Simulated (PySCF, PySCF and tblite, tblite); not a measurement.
# C4H12Si2: a path driven as ring inversion, and NMR exchange, part 2 of 2

PySCF and tblite. Atoms count from 0. The steps go on from the part before.

## Step 11: Single-point energy, saddle of leg 1: PBE0/pcSseg-1

Job settings and geometry (Å):

```
{"job": {"kind": "sp", "xc": "PBE0", "basis": "pcSseg-1", "pop": false}, "charge": 0, "multiplicity": 1}
C     -1.638226     0.269989     0.466664
C     -1.021625     1.307991    -0.469425
Si     0.830653     1.526715    -0.121740
C      1.755381    -0.143186    -0.017381
C      0.967056    -1.472049     0.021328
Si    -0.942050    -1.460683     0.120648
H     -1.453391     0.562590     1.501851
H     -2.723729     0.253094     0.343704
H     -1.527137     2.268921    -0.347677
H     -1.188760     1.004828    -1.504597
H      1.432108     2.355482    -1.176929
H      0.973025     2.227197     1.166026
H      2.388625    -0.093086     0.870500
H      2.453171    -0.184135    -0.855854
H      1.229024    -2.053260    -0.864976
H      1.335318    -2.063472     0.861784
H     -1.383959    -2.385849     1.174676
H     -1.485484    -1.921089    -1.168601
```

The log of the run:

```text
coarse grid: 15032 points
cycle   1  E = -738.0623728353  dE =  3.112e-01  |g| = 4.544e-01  |ddm| = 3.694e+00
cycle   2  E = -738.0336691793  dE =  2.870e-02  |g| = 5.596e-01  |ddm| = 8.661e-01
cycle   3  E = -738.1159490258  dE = -8.228e-02  |g| = 4.308e-02  |ddm| = 5.408e-01
cycle   4  E = -738.1164303170  dE = -4.813e-04  |g| = 9.561e-03  |ddm| = 6.307e-02
cycle   5  E = -738.1164511840  dE = -2.087e-05  |g| = 3.000e-03  |ddm| = 1.575e-02
cycle   6  E = -738.1164538788  dE = -2.695e-06  |g| = 2.691e-04  |ddm| = 4.321e-03
final grid: 133152 points
cycle   7  E = -738.1510730995  dE = -2.516e-05  |g| = 7.694e-03  |ddm| = 2.238e-02
cycle   8  E = -738.1510615885  dE =  1.151e-05  |g| = 1.013e-02  |ddm| = 1.543e-02
cycle   9  E = -738.1510885021  dE = -2.691e-05  |g| = 3.280e-04  |ddm| = 9.141e-03
cycle  10  E = -738.1510885247  dE = -2.263e-08  |g| = 5.343e-05  |ddm| = 4.686e-04
cycle  11  E = -738.1510885254  dE = -6.769e-10  |g| = 2.160e-05  |ddm| = 9.718e-05
converged SCF energy = -738.1510885254
```

Wall time 6.9 s (1 thread of Intel Xeon 6975P-C, shared host); peak memory 0.62 GiB.

Key values: HOMO -7.57 eV, LUMO 0.61 eV; dipole 0.24 D.

Single-point energy, minimum 1: PBE0/pcSseg-1:

Job settings and geometry (Å):

```
{"job": {"kind": "sp", "xc": "PBE0", "basis": "pcSseg-1", "pop": false}, "charge": 0, "multiplicity": 1}
C     -1.585079     0.253448     0.481592
C     -0.978149     1.266897    -0.492433
Si     0.892824     1.504883    -0.222791
C      1.629581    -0.163236     0.329015
C      0.922216    -1.357447    -0.317203
Si    -0.899317    -1.504903     0.221524
H     -1.388938     0.581816     1.504309
H     -2.672117     0.244363     0.371656
H     -1.489649     2.226858    -0.389331
H     -1.166838     0.933771    -1.515038
H      1.507132     1.946811    -1.483288
H      1.138905     2.509133     0.822469
H      1.565707    -0.257333     1.414952
H      2.694635    -0.193027     0.086957
H      0.981773    -1.260127    -1.403093
H      1.455176    -2.278082    -0.067901
H     -1.003970    -2.255051     1.481553
H     -1.656581    -2.201647    -0.828516
```

The log of the run:

```text
coarse grid: 15032 points
cycle   1  E = -738.0676012778  dE =  3.218e-01  |g| = 4.625e-01  |ddm| = 3.702e+00
cycle   2  E = -738.0344868440  dE =  3.311e-02  |g| = 5.804e-01  |ddm| = 8.964e-01
cycle   3  E = -738.1232682256  dE = -8.878e-02  |g| = 4.271e-02  |ddm| = 5.619e-01
cycle   4  E = -738.1237329200  dE = -4.647e-04  |g| = 1.036e-02  |ddm| = 6.303e-02
cycle   5  E = -738.1237575057  dE = -2.459e-05  |g| = 3.009e-03  |ddm| = 1.650e-02
cycle   6  E = -738.1237602252  dE = -2.719e-06  |g| = 2.345e-04  |ddm| = 4.306e-03
final grid: 133152 points
cycle   7  E = -738.1585324373  dE = -2.677e-05  |g| = 7.721e-03  |ddm| = 2.246e-02
cycle   8  E = -738.1585208035  dE =  1.163e-05  |g| = 1.016e-02  |ddm| = 1.521e-02
cycle   9  E = -738.1585478126  dE = -2.701e-05  |g| = 3.886e-04  |ddm| = 9.156e-03
cycle  10  E = -738.1585478470  dE = -3.448e-08  |g| = 6.182e-05  |ddm| = 5.740e-04
cycle  11  E = -738.1585478479  dE = -8.990e-10  |g| = 2.507e-05  |ddm| = 1.048e-04
converged SCF energy = -738.1585478479
```

Run time: 6.9 s. Hardware: 1 thread of Intel Xeon 6975P-C, shared host; peak memory 0.62 GiB.

Key values: HOMO -7.76 eV, LUMO 0.71 eV; dipole 0.00 D.

## Step 12: The path in numbers

Job settings and geometry (Å):

```
{"job": {"smiles": "C1C[SiH2]CC[SiH2]1", "charge": 0, "mult": 1, "motion": "ring", "what": "6-membered ring", "atoms": [0, 1, 2, 3, 4, 5], "ring": [0, 1, 2, 3, 4, 5], "study": "path", "level": {"kind": "nmr", "xc": "PBE0", "basis": "pcSseg-1"}, "fields": [90, 270, 800], "first": 3, "seed": 508, "kind": "path"}, "charge": 0, "multiplicity": 1}
C     -1.660242     0.212323     0.377696
C     -0.981448     1.354836    -0.381968
Si     0.878895     1.482782    -0.005351
C      1.659274    -0.211720    -0.378723
C      0.980438    -1.354349     0.380835
Si    -0.879891    -1.481985     0.003951
H     -1.597448     0.413468     1.449498
H     -2.725453     0.193200     0.134758
H     -1.475702     2.299104    -0.141084
H     -1.126119     1.202401    -1.453857
H      1.493379     2.517093    -0.848382
H      1.079944     1.824504     1.411236
H      2.724469    -0.192472    -0.135549
H      1.596639    -0.412814    -1.450601
H      1.474628    -2.298582     0.139523
H      1.125022    -1.201955     1.452761
H     -1.494666    -2.516505     0.846428
H     -1.080477    -1.823012    -1.412828
```

The log of the run:

```text
stationary points (kcal/mol above the start)
  n  kind          group   xTB      DFT    lowest mode
  0  minimum      C2h      0.00     0.00     102.3
  1  saddle       C2       5.94     6.53    -181.6
  2  intermediate D2       1.26     1.60      47.2
  3  saddle       C2       5.94     6.54    -182.2
  4  minimum      C2h      0.00     0.00     102.2

GFN2-xTB energies: T/K, barrier G, reaction G (kcal/mol), k forward, k back (1/s)
 150.00     5.71     0.00   1.53e+04   1.54e+04
 200.00     5.71     0.00   2.38e+06    2.4e+06
 250.00     5.75     0.00   4.91e+07   4.94e+07
 298.15     5.81     0.00   3.44e+08   3.46e+08
 350.00     5.89     0.00   1.53e+09   1.54e+09
 400.00     5.99     0.00   4.46e+09   4.48e+09
 500.00     6.23     0.00   1.97e+10   1.98e+10

PBE0/pcSseg-1 + D3(BJ) energies: T/K, barrier G, reaction G (kcal/mol), k forward, k back (1/s)
 150.00     6.30     0.00   2.08e+03    2.1e+03
 200.00     6.31     0.00   5.35e+05   5.39e+05
 250.00     6.35     0.00   1.49e+07   1.49e+07
 298.15     6.40     0.00   1.26e+08   1.27e+08
 350.00     6.49     0.00   6.53e+08   6.56e+08
 400.00     6.58     0.00   2.11e+09   2.12e+09
 500.00     6.83     0.00   1.08e+10   1.09e+10
```

Run time: 60 s. Hardware: 1 thread of Intel Xeon 6975P-C, shared host; peak memory 0.83 GiB. This counts the whole study up to here.

Barriers by level (kcal/mol; entropies in cal/(mol K)). Zero-point and thermal terms come from xTB in every row. ΔG‡ leaves symmetry out; the rate counts equivalent paths (a factor of 2) and all 2 saddles; effective ΔG‡, where given, is the barrier that would give that rate by Eyring's equation alone:

```tsv
level	ΔE‡	with zero-point	ΔH‡	ΔS‡	ΔG‡ (298 K)	ΔE of reaction	k at 298 K (1/s)	effective ΔG‡
GFN2-xTB	5.94	5.83	5.53	-0.9	5.81	0.00	3.4e+08	5.81
PBE0/pcSseg-1 + D3(BJ)	6.54	6.42	6.13	-0.9	6.40	0.00	1.3e+08	6.40
```

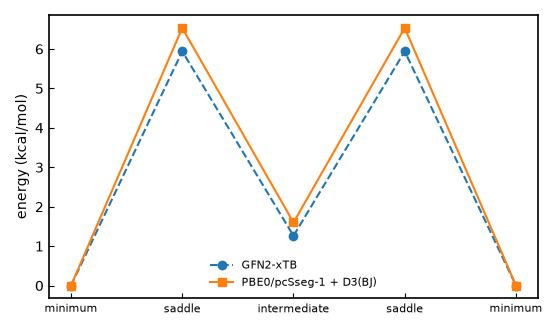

The xTB stationary points, at both levels.

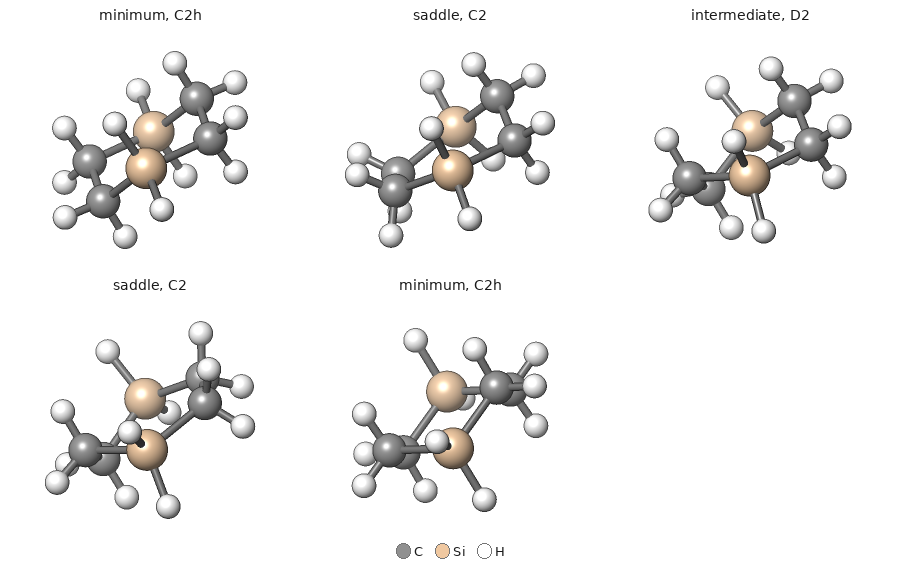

The stationary points in order.

Sites that the driver pairs across this motion, and where their lines would merge (no couplings; faster rotations or exchange between molecules can average them sooner):

```tsv
nucleus	sites: shielding (ppm)	proton frequency (MHz)	spread (Hz)	coalescence (K)	lines at 298 K
1H	H6, H9, H13, H15: 30.82; H7, H8, H12, H14: 30.44	90	34	130	1
1H	H6, H9, H13, H15: 30.82; H7, H8, H12, H14: 30.44	270	101	136	1
1H	H6, H9, H13, H15: 30.82; H7, H8, H12, H14: 30.44	800	299	143	1
1H	H10, H16: 27.61; H11, H17: 27.66	90	4	119	1
1H	H10, H16: 27.61; H11, H17: 27.66	270	11	125	1
1H	H10, H16: 27.61; H11, H17: 27.66	800	32	130	1
```

## Step 13: What came out

The summary covers parts 1 to 2.

| quantity | value |
| --- | --- |
| barrier (PBE0/pcSseg-1 + D3(BJ)) | ΔE‡ 6.5, ΔG‡(298 K) 6.4 kcal/mol |
| barrier (GFN2-xTB) | ΔE‡ 5.9 kcal/mol |
| rate at 298 K | 1.3e+08 s⁻¹ |
| end of the path | the start, renumbered or mirrored |
| coalescence of 1H H6 | 143 K at 800 MHz |

The barrier is 6.5 kcal/mol at the DFT level (xTB: 5.9); with thermal terms and the count of paths the DFT value gives a rate of 1.3e+08 s⁻¹ at 298 K. An error of 1.4 kcal/mol changes that rate tenfold. The 1H lines of H6 and its partners, 299 Hz apart at 800 MHz, merge at 143 K, so by this path alone the exchange at 298 K is fast for them; other paths were not followed.
